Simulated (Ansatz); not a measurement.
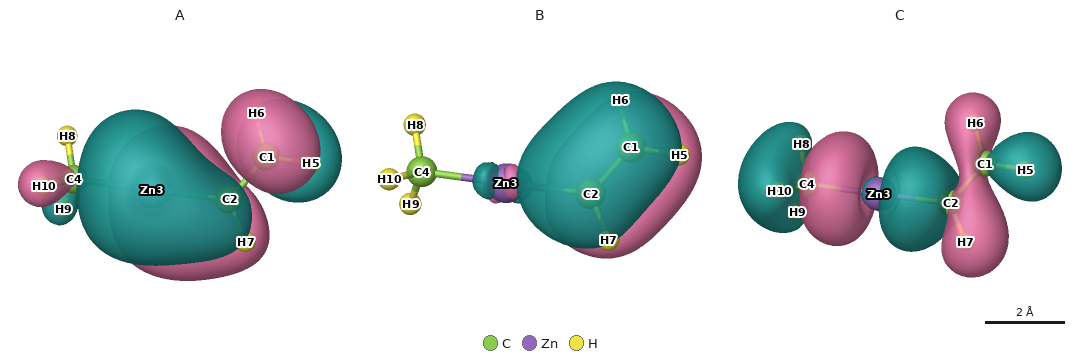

Figure. C3H6Zn (SMILES C=[CH][Zn][CH3]). Three frontier orbitals at ±0.06 Å⁻³ᐟ² (teal and pink are the two phases), in no order.

Geometry: PBE0-D4/def2-TZVP.

Level of theory: RKS PBE0-D4/def2-TZVPP in Ansatz.

```csv
atom,x (Å),y (Å),z (Å)
C,-0.4111,2.0085,-1.2181
C,0.3038,0.8828,-1.2408
Zn,0.2149,-0.4806,0.1231
C,0.1097,-1.8381,1.5030
H,-0.3409,2.7621,-2.0015
H,-1.1080,2.2445,-0.4172
H,0.9687,0.7605,-2.0973
H,-0.7196,-1.6388,2.1867
H,-0.0466,-2.8292,1.0687
H,1.0291,-1.8716,2.0933
```

**Order the three orbitals by energy and name them.**

B is the HOMO−1 (−7.61 eV). Its weight (Hirshfeld) is mainly on C1 (about 45 %), C2 (about 40 %) and Zn3 (about 5 %); π-bonding across C1–C2. C is the HOMO (−7.27 eV). Its weight (Hirshfeld) is mainly on C4 (about 30 %), C2 (about 25 %), Zn3 (about 20 %) and C1 (about 5 %). A is the LUMO (−0.54 eV). By Hirshfeld shares it lies mainly on Zn3 (about 45 %), C1 (about 25 %) and C2 (about 20 %).

**What is the HOMO–LUMO gap?**

6.73 eV between the orbital energies.
